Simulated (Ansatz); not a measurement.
# IBrCl2: complex band structure, part 2 of 3

Wanted: the relaxed cell of IBrCl2, its band edges and its decay constants. It is built by putting I for part of the Br in the BrCl structure of space group Cmcm, with the volume rescaled by atomic radii. The parent structure comes from the Materials Project.

Ansatz 0.2.0; LDA DFT, plane waves, PAW files (the session's first sound run).

So far. Step 2 (Cell and atoms at rest): The largest force component on a free atom ends at 0.0036 eV/Å.

The structure was built from a prototype and need not be the compound's stable phase.

## Step 3: The bulk crystal and its band edges

The energy window and the wavevectors of the next steps follow from the band edges, so these are searched first, off the mesh as well.

input.yaml reads:

```yaml
crystal:
  lattice:
    - [3.2258797233, -2.2081683439, -0.0131302969]
    - [3.2258797233, 2.2081683439, 0.0131302969]
    - [0.0, 0.0416261756, 7.9117631713]
  atoms:
    - { symbol: Br, position: [0.0, 0.0, 0.0] }
    - { symbol: I, position: [0.0, 0.0, 0.5] }
    - { symbol: Cl, position: [0.331799894, 0.668200106, 0.2401302699] }
    - { symbol: Cl, position: [0.668200106, 0.331799894, 0.7598697301] }
kpoints:
  mp_grid: { grid: [6, 6, 4] }
  band_path: { path: [VBM, CBM], npoints: 30 }
scf:
  occupations: { method: fixed }
hamiltonian:
  xc: lda
output:
  eigenvalues: true
  write_potential: true
  write_density: true
  volumetric_format: npy
  elf: true
```

Launch:

```
$ ansatz run input.yaml --threads 2 --pin off --max-ram 4096MiB --backend cpu --events-out ev --progress --plain --runs-dir out
```

Numbers of over 12 decimals in the logs are rounded to 6 here.

The program printed:

```text
[...]
Crystal: 4 atoms, lattice volume = 112.712 Å³
Basis set: ecut = 420 eV, 2227 PW (Γ)
Bands: 23, of which v1, the nominal top of the filled ones, is band 19 counted from 1 (18 counted from 0)
Symmetry: 4 space group operations
[...]
k-points: 47 of 144
[...]
SCF iter   1: F=—  HF=-12138.182894 eV  |F-HF|=—  |Δ(HF+E_count)|=         —  Δρ=6.78e-3  dr2=6.84e-2  ethr=1.77e-3  ⟨swp⟩=5.0  Hψ=4657  notcnv=0  defer=94
[...]
SCF iter   7: F=-12138.163451 eV  HF=-12138.163451 eV  |F-HF|=3.11e-9  |Δ(HF+E_count)|=   1.32e-8  Δρ=2.63e-6  dr2=1.09e-8  ethr=2.63e-10  ⟨swp⟩=8.2  Hψ=4613  notcnv=0
SCF 1 converged in 7 iterations: F = -12138.163451 eV  dr2 = 1.09e-8
[...]
NSCF: frozen V_eff on 68 k-points
[...]
SCF converged after 7 iterations
Free energy (F): -12138.163451 eV
[...]
Internal energy: -12138.163451 eV  (E = F + TS)
E sigma→0 (E₀):  -12138.163451 eV
Fermi energy:    4.260153 eV
[...]
--- Band table (eV; the first three rows and the last of 47) ---
  k-point 0: bands = [... 15 lower, 2.1121, 3.2623, 3.2831, 4.2602, 5.5080, 6.5785, 9.4071, 10.2502]
  k-point 1: bands = [... 15 lower, 2.2004, 3.1350, 3.2915, 4.2597, 5.4813, 6.2736, 9.8243, 10.5108]
  k-point 2: bands = [... 15 lower, 2.3128, 2.9849, 3.2997, 4.2593, 5.6076, 5.8448, 10.5895, 10.6412]
  k-point 46: bands = [... 15 lower, 2.1978, 2.6077, 2.7392, 2.7487, 5.3160, 5.5941, 11.2115, 12.0526]
```

Run time: 15 s. Hardware: 2 threads of Arm Neoverse V2, shared host; peak memory 0.39 GiB.

This step gave:

| Item | Value |
| --- | --- |
| Fermi energy | 4.260 eV |
| gap on the k-mesh | 1.056 eV |
| gap on path | 1.045 eV, by band count; negative where bands overlap |
| direct gap on path | 1.246 eV |
| edge places on path | 0, 1.415 1/A along the path |

The electronic bands at the labelled points (eV, zero at the Fermi level (highest filled level under fixed occupations); v1 is the highest filled band, c1 the lowest empty one):

| point | v4 | v3 | v2 | v1 | c1 | c2 | c3 | c4 |
| --- | --- | --- | --- | --- | --- | --- | --- | --- |
| VBM | -2.15 | -1.00 | -0.98 | 0.00 | 1.25 | 2.32 | 5.15 | 5.99 |
| CBM | -2.10 | -1.90 | -1.60 | -1.17 | 1.04 | 1.46 | 6.76 | 7.38 |

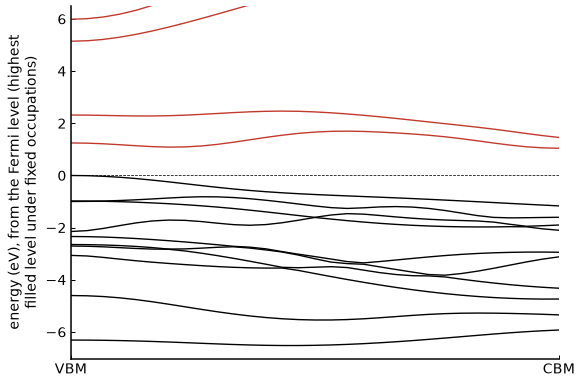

Electronic bands along the path; lines of filled and empty bands in two colours.

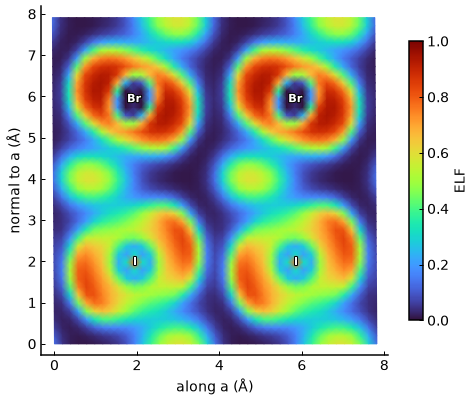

ELF in the ac plane of the cell as run, not the conventional one, at fractional y = 0.000, with atoms of Br and I within 0.2 Å of it. It is the smooth field of the valence electrons, not physical close to the nuclei. The map starts off the cell's origin, so that atoms lie inside it.

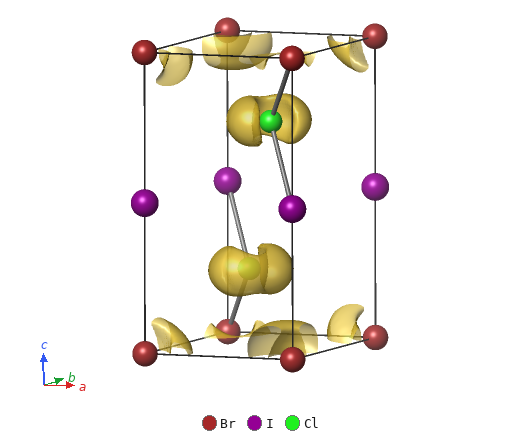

Surface of ELF = 0.85. Drawn on the cell as run, not the conventional one. Bonds to atoms that aren't drawn are left out.

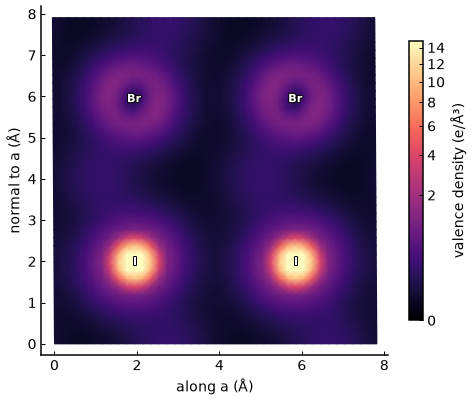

Valence density in the ac plane of the cell as run, not the conventional one, at fractional y = 0.000, with atoms of Br and I within 0.2 Å of it. It is the smooth field of the valence electrons, not physical close to the nuclei. The map starts off the cell's origin, so that atoms lie inside it. The colour scale is stretched toward low values.

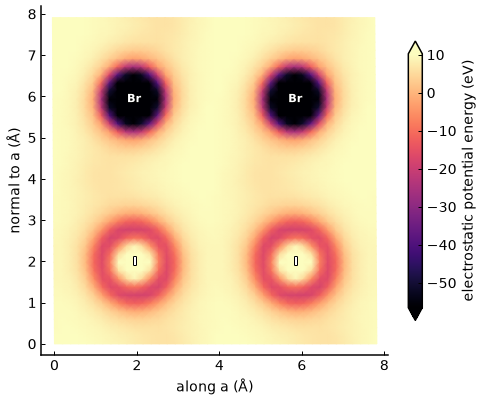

Electrostatic potential energy in the ac plane of the cell as run, not the conventional one, at fractional y = 0.000, with atoms of Br and I within 0.2 Å of it. With pseudopotentials it is smooth inside the atoms' cores, unlike the true potential. The map starts off the cell's origin, so that atoms lie inside it.

The searched edges give 1.04 eV, against 1.06 eV on the mesh.

## Step 4: Decaying states in the gap, plane (001), k-mesh 6×6×4

This step: LDA DFT, plane waves, PAW files; complex bands by layer matching along the plane's normal (Ansatz 0.2.0).

The same crystal is laid in a cell whose first two vectors span the (001) plane (indices of the standard conventional cell, whose axes can be ordered otherwise than in the bulk input). At fixed energy and wavevector in the plane the solver finds all kz, real and complex. A few wavevectors are listed, (0, 0), (0.4844, -0.4896) and (0.5, 0) in units of the plane's reciprocal vectors; the slowest state needn't be among them.

input.yaml reads:

```yaml
crystal:
  lattice:
    - [3.909281242, 0.0, 0.0]
    - [1.414613021, 3.644358631, 0.0]
    - [-0.050086292, 0.073169013, 7.911375789]
  atoms:
    - { symbol: Br, position: [0.0, 0.0, 0.0] }
    - { symbol: I, position: [0.0, 0.0, 0.5] }
    - { symbol: Cl, position: [0.331799894, 0.668200106, 0.2401302699] }
    - { symbol: Cl, position: [0.668200106, 0.331799894, 0.7598697301] }
kpoints:
  mp_grid: { grid: [6, 6, 4] }
scf:
  occupations: { method: fixed }
hamiltonian:
  xc: lda
output:
  eigenvalues: true
  transmission:
    leads: [[0, 0]]
    kpoints: [[0.0, 0.0], [0.4844, -0.4896], [0.5, 0.0]]
    e_range: [-1.0, 2.04]
    de: 0.06
```

The program printed:

```text
[...]
Crystal: 4 atoms, lattice volume = 112.712 Å³
Basis set: ecut = 420 eV, 2227 PW (Γ)
Bands: 23, of which v1, the nominal top of the filled ones, is band 19 counted from 1 (18 counted from 0)
Symmetry: 4 space group operations
[...]
k-points: 47 of 144
[...]
SCF iter   1: F=—  HF=-12138.182945 eV  |F-HF|=—  |Δ(HF+E_count)|=         —  Δρ=6.78e-3  dr2=6.84e-2  ethr=1.77e-3  ⟨swp⟩=5.0  Hψ=4658  notcnv=0  defer=94
[...]
SCF iter   7: F=-12138.163451 eV  HF=-12138.163451 eV  |F-HF|=3.32e-9  |Δ(HF+E_count)|=   1.33e-8  Δρ=2.64e-6  dr2=1.11e-8  ethr=2.63e-10  ⟨swp⟩=8.1  Hψ=4593  notcnv=0
SCF 1 converged in 7 iterations: F = -12138.163451 eV  dr2 = 1.11e-8
[...]
transmission: 11 of 33 steps passed
transmission: 22 of 33 steps passed
transmission: 33 of 33 steps passed
SCF converged after 7 iterations
Free energy (F): -12138.163451 eV
[...]
Internal energy: -12138.163451 eV  (E = F + TS)
E sigma→0 (E₀):  -12138.163451 eV
Fermi energy:    4.260153 eV
[...]
--- Band table (eV; the first three rows and the last of 47) ---
  k-point 0: bands = [... 15 lower, 2.1121, 3.2623, 3.2831, 4.2602, 5.5080, 6.5785, 9.4071, 10.2502]
  k-point 1: bands = [... 15 lower, 2.2004, 3.1350, 3.2915, 4.2597, 5.4813, 6.2736, 9.8243, 10.5108]
  k-point 2: bands = [... 15 lower, 2.3128, 2.9849, 3.2997, 4.2593, 5.6076, 5.8448, 10.5895, 10.6412]
  k-point 46: bands = [... 15 lower, 2.1978, 2.6077, 2.7392, 2.7487, 5.3160, 5.5941, 11.2115, 12.0526]
--- Transmission ---
  basis      : 129 plane waves across, 11 finite elements along
  points     : 3, as listed
  energies   : 51 from -1.000000 to 2.000000 eV about the Fermi level, 0.060000 eV apart; the leads are filled to 0.527919 eV, and channels, transmission and decay are at 0.500000 eV
  crystal 0  : Cl2Br1I1, at the sites [0, 0], period 7.9114 Å: whole cells are its period
    offset         : up to 0.0000 Å between an atom of the period and one for which it stands
    channels       : 0.000000e0 a spin
    conductance    : none, the energies end too early or step too widely for 300 K: set another output.transmission.e_range or a lower de, or, where they end at an eighth of basis.ecutwfc, a higher one
    slowest decay  : 0.1737 /Å at (0.5000, 0.0000)
```

Run time: 22 s. Hardware: 2 threads; peak memory 0.42 GiB; 29 s of CPU time.

Numbers from this step:

* level to which the leads are filled: 0.5279 eV from the Fermi level
* decay constant at the filling level, zone centre: 0.2987 Å⁻¹
* decay constant at the filling level, slowest listed point: 0.1737 Å⁻¹

K parallel (0, 0); values up to 1.5 1/Å, a degenerate pair printed once or twice; energies at which all values exceed this have no row. Im kz of the slowest decaying states against energy, zero at the highest filled level on the SCF mesh:

| energy (eV) | decay 1 (Å⁻¹) | decay 2 (Å⁻¹) | decay 3 (Å⁻¹) | decay 4 (Å⁻¹) |
| --- | --- | --- | --- | --- |
| -1.000 | 0.249 | 0.365 | 1.24 | - |
| -0.520 | 0.294 | 0.362 | 0.634 | 1.16 |
| 0.020 | 0.340 | 0.371 | 0.611 | 0.900 |
| 0.500 | 0.299 | 0.402 | 0.964 | 1.04 |
| 0.980 | 0.211 | 0.417 | 1.00 | 1.01 |
| 1.520 | 0.0457 | 0.244 | 0.420 | 0.975 |
| 2.000 | 0.310 | 0.414 | 0.950 | 1.00 |

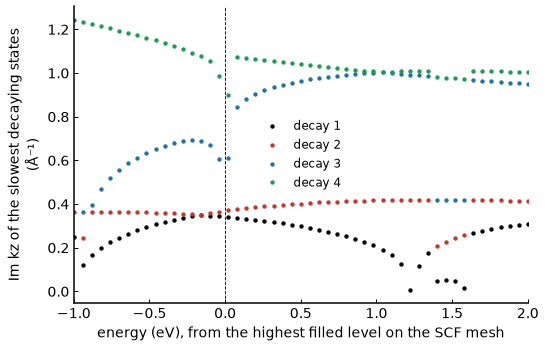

Im kz of the slowest decaying states, plotted against energy.

K parallel (0.4844, -0.4896); values up to 1.5 1/Å, a degenerate pair printed once or twice; energies at which all values exceed this have no row. Im kz of the slowest decaying states against energy, zero at the highest filled level on the SCF mesh:

| energy (eV) | decay 1 (Å⁻¹) | decay 2 (Å⁻¹) | decay 3 (Å⁻¹) | decay 4 (Å⁻¹) |
| --- | --- | --- | --- | --- |
| -1.0000 | 0.247 | 0.356 | 0.373 | - |
| -0.7600 | 0.307 | 0.355 | 0.368 | - |
| -0.5200 | 0.0922 | 0.347 | 0.349 | 0.359 |
| -0.2200 | 0.219 | 0.337 | 0.343 | 0.381 |
| 0.0200 | 0.276 | 0.322 | 0.324 | 0.400 |
| 0.2600 | 0.300 | 0.302 | 0.320 | 0.414 |
| 0.5000 | 0.266 | 0.273 | 0.355 | 0.425 |
| 0.7400 | 0.217 | 0.230 | 0.384 | 0.432 |
| 0.9800 | 0.117 | 0.153 | 0.409 | 0.437 |
| 1.2200 | 0.0182 | 0.085 | 0.430 | 0.439 |
| 1.5200 | 0.217 | 0.440 | 0.452 | - |
| 1.7600 | 0.261 | 0.438 | 0.467 | - |
| 2.0000 | 0.102 | 0.287 | 0.434 | 0.479 |

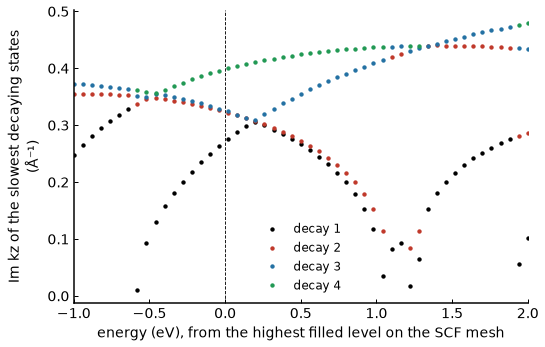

Im kz of the slowest decaying states, plotted against energy.

K parallel (0.5, 0); values up to 1.5 1/Å, a degenerate pair printed once or twice; energies at which all values exceed this have no row. Im kz of the slowest decaying states against energy, zero at the highest filled level on the SCF mesh:

| energy (eV) | decay 1 (Å⁻¹) | decay 2 (Å⁻¹) | decay 3 (Å⁻¹) | decay 4 (Å⁻¹) |
| --- | --- | --- | --- | --- |
| -1.0000 | 0.177 | 0.856 | 1.18 | - |
| -0.7600 | 0.0241 | 0.212 | 0.838 | 1.16 |
| -0.5200 | 0.136 | 0.350 | 0.823 | 1.13 |
| -0.2200 | 0.191 | 0.488 | 0.806 | 1.09 |
| 0.0200 | 0.120 | 0.217 | 0.553 | 0.794 |
| 0.2600 | 0.155 | 0.235 | 0.600 | 0.782 |
| 0.5000 | 0.174 | 0.245 | 0.637 | 0.771 |
| 0.7400 | 0.182 | 0.248 | 0.668 | 0.760 |
| 0.9800 | 0.181 | 0.241 | 0.696 | 0.750 |
| 1.2200 | 0.170 | 0.221 | 0.718 | 0.757 |
| 1.5200 | 0.0947 | 0.171 | 0.711 | 0.772 |
| 1.7600 | 0.122 | 0.698 | 0.754 | - |
| 2.0000 | 0.226 | 0.683 | 0.734 | 1.50 |

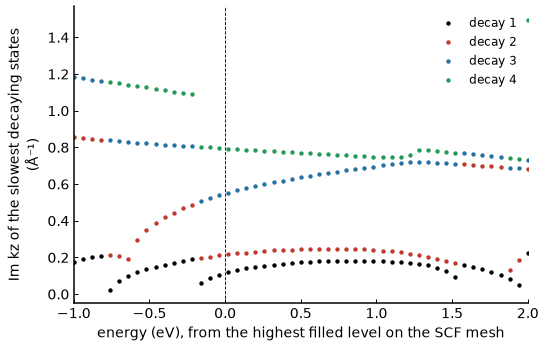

Im kz of the slowest decaying states against energy.

At the listed wavevectors the last open channel is at -0.22 eV and the next at +1.10 eV on the grid. At +0.50 eV, the grid energy nearest the filling level (the middle of the gap on the SCF mesh), the slowest state at the listed wavevectors decays with κ = 0.174 Å⁻¹, its amplitude falling by e over 5.8 Å. Through 1 nm of this crystal that state's transmission falls by exp(−2 × 0.174 Å⁻¹ × 10 Å) = 0.031.

## Step 5: Decay over the two-dimensional zone

The listed points could miss the slowest state, so one energy near mid-gap is solved on a mesh of 8×8.

input.yaml: that of step 4 with these lines changed.

```diff
@@ -18,6 +18,2 @@
   eigenvalues: true
-  transmission:
-    leads: [[0, 0]]
-    kpoints: [[0.0, 0.0], [0.4844, -0.4896], [0.5, 0.0]]
-    e_range: [-1.0, 2.04]
-    de: 0.06
+  transmission: { leads: [[0, 0]], kmesh: [8, 8], e_range: [0.52, 0.53], de: 0.05 }
```

The program printed:

```text
[...]
Crystal: 4 atoms, lattice volume = 112.712 Å³
Basis set: ecut = 420 eV, 2227 PW (Γ)
Bands: 23, of which v1, the nominal top of the filled ones, is band 19 counted from 1 (18 counted from 0)
Symmetry: 4 space group operations
[...]
k-points: 47 of 144
[...]
SCF iter   1: F=—  HF=-12138.182945 eV  |F-HF|=—  |Δ(HF+E_count)|=         —  Δρ=6.78e-3  dr2=6.84e-2  ethr=1.77e-3  ⟨swp⟩=5.0  Hψ=4658  notcnv=0  defer=94
[...]
SCF iter   7: F=-12138.163451 eV  HF=-12138.163451 eV  |F-HF|=3.32e-9  |Δ(HF+E_count)|=   1.33e-8  Δρ=2.64e-6  dr2=1.11e-8  ethr=2.63e-10  ⟨swp⟩=8.1  Hψ=4593  notcnv=0
SCF 1 converged in 7 iterations: F = -12138.163451 eV  dr2 = 1.11e-8
[...]
transmission: 33 of 231 steps passed
transmission: 66 of 231 steps passed
[...]
transmission: 231 of 231 steps passed
SCF converged after 7 iterations
Free energy (F): -12138.163451 eV
[...]
Internal energy: -12138.163451 eV  (E = F + TS)
E sigma→0 (E₀):  -12138.163451 eV
Fermi energy:    4.260153 eV
[...]
--- Band table (eV; the first three rows and the last of 47) ---
  k-point 0: bands = [... 15 lower, 2.1121, 3.2623, 3.2831, 4.2602, 5.5080, 6.5785, 9.4071, 10.2502]
  k-point 1: bands = [... 15 lower, 2.2004, 3.1350, 3.2915, 4.2597, 5.4813, 6.2736, 9.8243, 10.5108]
  k-point 2: bands = [... 15 lower, 2.3128, 2.9849, 3.2997, 4.2593, 5.6076, 5.8448, 10.5895, 10.6412]
  k-point 46: bands = [... 15 lower, 2.1978, 2.6077, 2.7392, 2.7487, 5.3160, 5.5941, 11.2115, 12.0526]
--- Transmission ---
  basis      : 129 plane waves across, 11 finite elements along
  points     : 21, standing for a mesh of 8 x 8
  energies   : 1 from 0.520000 to 0.520000 eV about the Fermi level; the leads are filled to 0.527919 eV, and channels, transmission and decay are at 0.520000 eV
  crystal 0  : Cl2Br1I1, at the sites [0, 0], period 7.9114 Å: whole cells are its period
[...]
channels       : 0.000000e0 a spin
    conductance    : none, crystal 0 has no channel at the energies, or these end too early or step too widely for 300 K: set another output.transmission.e_range or a lower de, or, where they end at an eighth of basis.ecutwfc, a higher one
    slowest decay  : 0.1744 /Å at (-0.3750, 0.1250)
```

Wall time 12 s (2 threads); peak memory 0.45 GiB.

Numbers from this step:

| Property | Result |
| --- | --- |
| least decay constant on the mesh | 0.1744 Å⁻¹ |

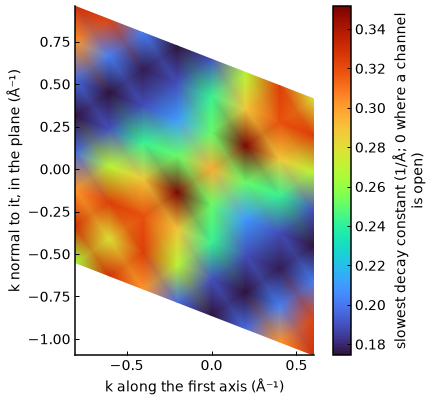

Slowest decay constant (1/Å; 0 where a channel is open) over k1 and k2. At 0.5200 eV from the Fermi level.

The least value on the mesh is 0.174 Å⁻¹ at +0.52 eV. At that energy the listed points give about 0.175 Å⁻¹ by interpolation, so the mesh holds no clearly slower state.

(Continued in part 3 of 3.)

[Logs are printed without paths, hosts, clocks, repeated set-up lines and the standing remarks that a program may print on its own settings, such as how far it seeks lower states.]

[Hosts, paths, dates, database ids (printed as entryN), source tags and the programs' standing remarks are cut or masked in the printed files.]
